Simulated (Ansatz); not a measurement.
# SiGe2 (model cell, started as antifluorite): relaxing the cell for a phonon run

Wanted: the relaxed cell of SiGe2 (model cell, started as antifluorite).

Main program and level: Ansatz 0.2.0; DFT PBEsol, scalar-relativistic, plane waves, PAW.

The structure was built from a prototype and need not be the compound's stable phase.

## 1. The starting structure

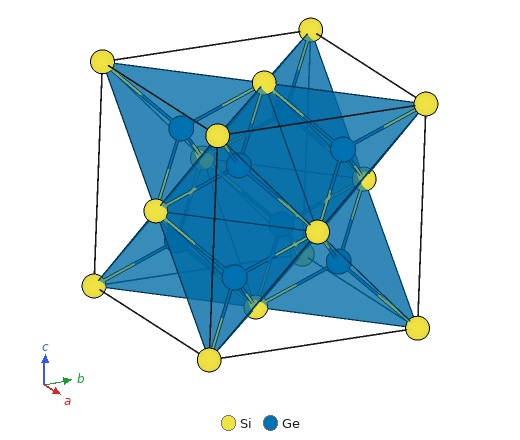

The cell as given, slightly off an axis (silicon yellow, germanium blue). This picture shows the conventional cell, with its axes. Some periodic images of atoms are drawn too.

## 2. Probe on a coarse mesh

A quick single point on a coarse mesh tells whether the cell has a gap and how far it is from rest, which sets the k mesh and smearing that follow.

Contents of input.yaml:

```yaml
crystal:
  lattice:
    - [0.0, 3.15926, 3.15926]
    - [3.15926, 0.0, 3.15926]
    - [3.15926, 3.15926, 0.0]
  atoms:
    - { symbol: Si, position: [0.0, 0.0, 0.0] }
    - { symbol: Ge, position: [0.25, 0.25, 0.25] }
    - { symbol: Ge, position: [0.75, 0.75, 0.75] }
kpoints:
  mp_grid: { grid: [6, 6, 6] }
hamiltonian:
  xc: pbesol
scf:
  occupations: { method: gaussian, width: 0.1 }
output:
  forces: true
  stress: true
  eigenvalues: true
```

On the command line:

```sh
$ ansatz run input.yaml --threads 4 --pin off --max-ram 7168MiB --backend cpu --events-out ev --progress --plain --runs-dir out
```

Numbers of over 12 decimals in the logs are rounded to 6 here.

The program printed:

```text
Engine: ansatz 0.2.0, aarch64-unknown-linux-gnu
Pseudopotentials: kind: paw
Pseudopotential: Si, paw, valence charge 4, recommended cutoff 420 eV (normal), Si.paw.azcp
Pseudopotential: Ge, paw, valence charge 14, recommended cutoff 420 eV (normal), Ge.paw.azcp
Functional definition: PBEsol
  exchange = pbesol_x
  correlation = pbesol_c
Crystal: 3 atoms, lattice volume = 63.065 Å³
[...]
P = ⅓ Tr σ = -4.7337 GPa (-47.337 kbar)
--- Band table (eV; the first three rows and the last of 16) ---
  k-point 0: bands = [... 12 lower, 6.6879, 6.8662, 6.8662, 6.8662, 7.3791, 7.3791, 7.3791, 12.2554]
  k-point 1: bands = [... 12 lower, 4.9239, 6.2966, 6.2966, 7.3726, 7.9442, 7.9442, 10.1258, 11.6178]
  k-point 2: bands = [... 12 lower, 4.0831, 5.8589, 5.8589, 7.9454, 7.9454, 8.0882, 11.6399, 12.3611]
  k-point 15: bands = [... 12 lower, 0.2291, 3.4228, 5.7645, 8.6223, 9.0783, 11.8487, 12.5511, 13.9342]
[key lines of the parts left out:]
SCF converged after 6 iterations
Free energy (F): -9127.328913 eV
Fermi energy:    8.170375 eV
```

The job ended after 0.88 s (4 threads of Arm Neoverse V2, shared host; peak memory 0.32 GiB).

Numbers from this step:

```yaml
pressure: -4.734 GPa
volume_per_atom: 21.02 Å³
gap_on_the_k_mesh: 0 eV
```

The coarse mesh shows no gap and a pressure of -4.7 GPa.

## 3. Bringing the structure to rest

Harmonic phonons are second derivatives at a point where the forces vanish, and they are wanted at zero stress, so atoms and cell are relaxed first.

input.yaml, as its differences from that of step 2:

```diff
@@ -10,3 +10,3 @@
 kpoints:
-  mp_grid: { grid: [6, 6, 6] }
+  mp_grid: { grid: [10, 10, 10] }
 hamiltonian:
@@ -19 +19,6 @@
   eigenvalues: true
+relax:
+  adjacent_minimum: "off"
+  f_tol: 0.005
+  max_steps: 80
+  cell: { stress_tol: 0.05 }
```

The program printed:

```text
[...]
Crystal: 3 atoms, lattice volume = 63.065 Å³
Basis set: ecut = 420 eV, 1243 PW (Γ), exchange–correlation on 60×60×60 points (8 copies of the dense FFT grid, shifted against one another)
Bands: 20, of which v1, the nominal top of the filled ones, is band 16 counted from 1 (15 counted from 0)
Symmetry: 48 space group operations
[...]
k-points: 47 of 1000
[...]
SCF iter   1: F=—  HF=-9127.373244 eV  |F-HF|=—  |Δ(HF+E_count)|=         —  Δρ=2.97e-3  dr2=1.22e-2  ethr=1.77e-3  ⟨swp⟩=5.1  Hψ=4325  notcnv=0
[...]
SCF iter   6: F=-9127.368398 eV  HF=-9127.368398 eV  |F-HF|=3.64e-10  |Δ(HF+E_count)|=   1.94e-8  Δρ=8.89e-7  dr2=7.48e-10  ethr=1.08e-10  ⟨swp⟩=2.1  Hψ=3109  notcnv=0
SCF 1 converged in 6 iterations: F = -9127.368398 eV  dr2 = 7.48e-10
[...]
relax step   1: F+E_penalty+E_count = -9127.36839777 eV  Δ(F+E_penalty+E_count) = +0.000e0 eV  max|allowed force component| = 2.159e-17 eV/Å  Δτ_max = 0.0000 Å  P = -5.180 GPa  Ω = 63.065 Å³  (6 SCF iters, dr2 threshold 1.00e-7 eV, accepted)
Crystal: 3 atoms, lattice volume = 56.240 Å³
Basis set: ecut = 420 eV, 1067 PW (Γ), exchange–correlation on 60×60×60 points (8 copies of the dense FFT grid, shifted against one another)
[...]
iter 1 solved again at ethr=2.97e-5 eV; its pass at ethr=3.10e-3 eV (dr2=9.49e-3 eV) is discarded
[...]
SCF iter   6: F=-9127.465441 eV  HF=-9127.465441 eV  |F-HF|=2.35e-7  |Δ(HF+E_count)|=   4.55e-6  Δρ=1.76e-5  dr2=1.54e-7  ethr=9.37e-10  ⟨swp⟩=3.5  Hψ=3967  notcnv=0
SCF 2 converged in 6 iterations: F = -9127.465441 eV  dr2 = 1.54e-7
relax step   2: F+E_penalty+E_count = -9127.46544087 eV  Δ(F+E_penalty+E_count) = -9.704e-2 eV  max|allowed force component| = 1.419e-16 eV/Å  Δτ_max = 0.0000 Å  P = +1.327 GPa  Ω = 56.240 Å³  energy of the carried Pulay correction = +1.068e-3 eV  (6 SCF iters, dr2 threshold 3.00e-7 eV, accepted)
Crystal: 3 atoms, lattice volume = 57.509 Å³
Basis set: ecut = 420 eV, 1139 PW (Γ), exchange–correlation on 60×60×60 points (8 copies of the dense FFT grid, shifted against one another)
[...]
SCF iter   5: F=-9127.469661 eV  HF=-9127.469661 eV  |F-HF|=6.55e-8  |Δ(HF+E_count)|=   4.77e-7  Δρ=9.71e-6  dr2=8.29e-8  ethr=9.37e-10  ⟨swp⟩=5.1  Hψ=4259  notcnv=0
SCF 3 converged in 5 iterations: F = -9127.469661 eV  dr2 = 8.29e-8
relax step   3: F+E_penalty+E_count = -9127.46966088 eV  Δ(F+E_penalty+E_count) = -4.220e-3 eV  max|allowed force component| = 1.249e-16 eV/Å  Δτ_max = 0.0000 Å  P = -0.183 GPa  Ω = 57.509 Å³  energy of the carried Pulay correction = +8.607e-4 eV  (5 SCF iters, dr2 threshold 3.00e-7 eV, accepted)
[...]
relax step   4: F+E_penalty+E_count = -9127.46977857 eV  Δ(F+E_penalty+E_count) = -1.177e-4 eV  max|allowed force component| = 1.357e-16 eV/Å  Δτ_max = 0.0000 Å  P = -0.004 GPa  Ω = 57.352 Å³  energy of the carried Pulay correction = +8.862e-4 eV  (4 SCF iters, dr2 threshold 8.40e-8 eV, accepted)
[...]
SCF iter   6: F=-9127.468870 eV  HF=-9127.468870 eV  |F-HF|=0.00e0  |Δ(HF+E_count)|=  1.64e-11  Δρ=2.01e-8  dr2=4.44e-13  ethr=1.00e-12  ⟨swp⟩=5.3  Hψ=4153  notcnv=0
SCF 5 converged in 6 iterations: F = -9127.468870 eV  dr2 = 4.44e-13
relax step   5: F+E_penalty+E_count = -9127.46887023 eV  Δ(F+E_penalty+E_count) = +9.083e-4 eV  max|allowed force component| = 1.419e-16 eV/Å  Δτ_max = 0.0000 Å  P = -0.002 GPa  Ω = 57.352 Å³  stress off target by 2.33e-3 GPa  SCF on the basis re-selected at this cell (its energy is not comparable with the rows above)  (6 SCF iters)
basis re-selected at this cell: Δ(F+E_penalty+E_count) = +9.083e-4 eV, ΔP = +0.002 GPa vs the last step (what re-selecting the basis moved, of the pressure what is left beyond the Pulay correction that the steps carried, after the strain that the cell walked since its last selection, with what the two solves' SCF thresholds leave and, on support functions, any second-order correction that the steps lacked; it is no m [...]
SCF converged after 6 iterations
Free energy (F): -9127.468870 eV
[...]
Internal energy: -9127.458739 eV  (E = F + TS)
E sigma→0 (E₀):  -9127.463805 eV
Entropy (-TS):   -0.010131 eV (-3.377 meV/atom)
Fermi energy:    9.640143 eV
[...]
--- Stress (GPa, compression-positive) ---
       -0.002330      -0.000000      -0.000000
       -0.000000      -0.002330       0.000000
       -0.000000      -0.000000      -0.002330
  P = ⅓ Tr σ = -0.0023 GPa (-0.023 kbar)
--- Band table (eV; the first three rows and the last of 47) ---
  k-point 0: bands = [... 12 lower, 7.8587, 7.8587, 7.8587, 8.4612, 8.4612, 8.4612, 8.5281, 13.6549]
  k-point 1: bands = [... 12 lower, 6.8736, 7.5391, 7.5391, 8.4513, 8.8011, 8.8011, 10.3124, 13.1341]
  k-point 2: bands = [... 12 lower, 6.0785, 7.1437, 7.1437, 9.0461, 9.1230, 9.1230, 12.1220, 12.8517]
  k-point 46: bands = [... 12 lower, 0.8688, 4.0303, 7.4905, 9.6720, 10.3596, 12.5276, 14.1657, 15.6136]
--- Relaxed structure (4 steps of the walk, 4 accepted, 1 SCFs on fresh bases) ---
  F+E_penalty+E_count = -9127.46887023 eV   max|allowed force component| = 1.419e-16 eV/Å   (the final SCF, on the basis selected at the relaxed cell)
  cell:  # Å, volume = 57.3520 Å³
    - [0, 3.060833, 3.060833]
    - [3.060833, 0, 3.060833]
    - [3.060833, 3.060833, 0]
  atoms:
    - { symbol: Si, position: [0, 0, 0] }
    - { symbol: Ge, position: [0.25, 0.25, 0.25] }
    - { symbol: Ge, position: [0.75, 0.75, 0.75] }
```

Run time: 3.9 s. Hardware: 4 threads; peak memory 0.4 GiB; 14 s of CPU time.

Relaxation path:

```
step  energy less that of the first step (eV)  largest force component (eV/Å)  pressure (GPa)  volume (Å³)
   1                                   0.0000                          0.0000           -5.18        63.06
   2                                  -0.0970                          0.0000            1.33        56.24
   3                                  -0.1013                          0.0000           -0.18        57.51
   4                                  -0.1014                          0.0000            0.00        57.35
  5*                                  -0.1005                          0.0000            0.00        57.35
```

Relaxation steps marked * repeat the geometry before them on a plane-wave basis chosen anew for their cell, so energy and pressure can jump there.

Forces are held to the 48 operations that the run works with; a distortion that breaks them can't arise in this run.

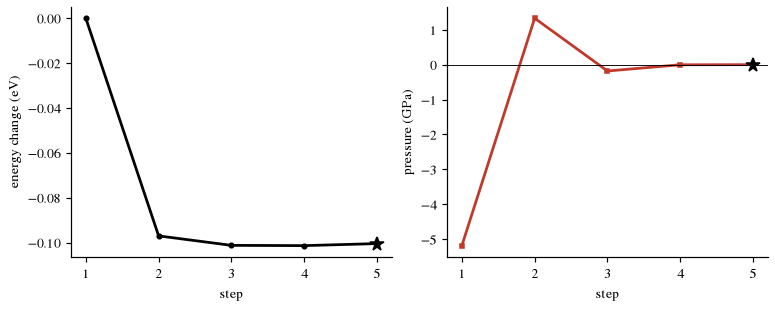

Energy and pressure along the relaxation. Stars mark steps on a basis chosen anew.

```
conventional cell, symmetrised  before  after  change
                         a (Å)   6.319  6.122  -3.1 %
                         b (Å)   6.319  6.122  -3.1 %
                         c (Å)   6.319  6.122  -3.1 %
              volume (Å³/atom)   21.02  19.12  -9.1 %
```

Final coordinates:

```xyz
3
Lattice="0.0000 3.0608 3.0608 3.0608 0.0000 3.0608 3.0608 3.0608 0.0000" Properties=species:S:1:pos:R:3 pbc="T T T"
Si    0.0000    0.0000    0.0000
Ge    1.5304    1.5304    1.5304
Ge    4.5912    4.5912    4.5912
```

This step gave:

- pressure: -0.002330 GPa
- volume per atom: 19.12 Å³

In this step the volume went from 21.02 to 19.12 Å³/atom.

## 4. Bringing the structure to rest

The relaxation is repeated from its end on the same settings, as a check that it has come to rest.

input.yaml, as its differences from that of step 3:

```diff
@@ -2,5 +2,5 @@
   lattice:
-    - [0.0, 3.15926, 3.15926]
-    - [3.15926, 0.0, 3.15926]
-    - [3.15926, 3.15926, 0.0]
+    - [0.0, 3.060832779, 3.060832779]
+    - [3.060832779, 0.0, 3.060832779]
+    - [3.060832779, 3.060832779, 0.0]
   atoms:
```

The program printed:

```text
[...]
Crystal: 3 atoms, lattice volume = 57.352 Å³
Basis set: ecut = 420 eV, 1139 PW (Γ), exchange–correlation on 60×60×60 points (8 copies of the dense FFT grid, shifted against one another)
Bands: 20, of which v1, the nominal top of the filled ones, is band 16 counted from 1 (15 counted from 0)
Symmetry: 48 space group operations
[...]
k-points: 47 of 1000
[...]
--- Relaxed structure (1 steps of the walk, 1 accepted, 1 SCFs on fresh bases) ---
[...]
cell:  # Å, volume = 57.3520 Å³
    - [0.0, 3.060832779, 3.060832779]
    - [3.060832779, 0.0, 3.060832779]
    - [3.060832779, 3.060832779, 0.0]
  atoms:
    - { symbol: Si, position: [0.0, 0.0, 0.0] }
    - { symbol: Ge, position: [0.25, 0.25, 0.25] }
    - { symbol: Ge, position: [0.75, 0.75, 0.75] }
[key lines of the parts left out:]
SCF converged after 5 iterations
Free energy (F): -9127.468870 eV
Fermi energy:    9.640144 eV
P = ⅓ Tr σ = -0.0023 GPa (-0.023 kbar)
```

Run time: 1.5 s. Hardware: 4 threads; peak memory 0.39 GiB.

Little changed from the start: no atom moved by 0.005 Å and no cell edge by 0.1 %.

In this step the volume went from 19.12 to 19.12 Å³/atom.

## 5. Tight relaxation

Phonons need a cell at rest on their own settings, so the relaxation is repeated with tight tolerances on forces and stress on the k mesh and occupations of the first response run.

input.yaml, the sections that differ from step 4:

```yaml
kpoints:
  mp_grid: { grid: [12, 12, 12] }
scf:
  occupations: { method: methfessel_paxton, width: 0.15 }
relax:
  adjacent_minimum: "off"
  f_tol: 0.001
  max_steps: 60
  cell: { stress_tol: 0.01 }
# crystal, hamiltonian, output: as in step 4
```

The program printed:

```text
[...]
Crystal: 3 atoms, lattice volume = 57.352 Å³
Basis set: ecut = 420 eV, 1139 PW (Γ), exchange–correlation on 60×60×60 points (8 copies of the dense FFT grid, shifted against one another)
Bands: 20, of which v1, the nominal top of the filled ones, is band 16 counted from 1 (15 counted from 0)
Symmetry: 48 space group operations
[...]
k-points: 72 of 1728
[...]
k-point 71: bands = [... 12 lower, 0.6962, 3.9774, 8.5599, 8.5599, 10.9824, 11.8536, 14.2285, 15.5427]
--- Relaxed structure (2 steps of the walk, 2 accepted, 1 SCFs on fresh bases) ---
[...]
cell:  # Å, volume = 57.2898 Å³
    - [0, 3.059725, 3.059725]
    - [3.059725, 0, 3.059725]
    - [3.059725, 3.059725, 0]
  atoms:
    - { symbol: Si, position: [0, 0, 0] }
    - { symbol: Ge, position: [0.25, 0.25, 0.25] }
    - { symbol: Ge, position: [0.75, 0.75, 0.75] }
[key lines of the parts left out:]
SCF converged after 5 iterations
Free energy (F): -9127.463372 eV
Fermi energy:    9.580001 eV
P = ⅓ Tr σ = -0.0033 GPa (-0.033 kbar)
```

Elapsed: 2.8 s, on 4 threads; peak memory 0.41 GiB; 10 s of CPU time.

Little changed from the start: no atom moved by 0.005 Å and no cell edge by 0.1 %.

This step gave:

- pressure: -0.003309 GPa
- volume per atom: 19.10 Å³

The forces vanish by symmetry and the pressure is -0.003 GPa, within the tolerances set. The cell now holds 19.10 Å³/atom.

## 6. Results

```
space group after relaxation (within 0.01 Å) : Fm-3m
lattice constant a                           : 6.119 Å
lattice constant b                           : 6.119 Å
lattice constant c                           : 6.119 Å
volume per atom                              : 19.1 Å³
```

The forces vanish by symmetry and the pressure is -0.003 GPa, within the tolerances set. The cell now holds 19.10 Å³/atom. The relaxation keeps the symmetry of its start, so it says nothing on stability against lower symmetry. The starting cell was built on a prototype and not taken from a measurement, so the phase need not exist.

[Logs are printed without paths, hosts, clocks, repeated set-up lines and the standing remarks that a program may print on its own settings, such as how far it seeks lower states.]

[Hosts, paths, dates, database ids (printed as entryN), source tags and the programs' standing remarks are cut or masked in the printed files.]
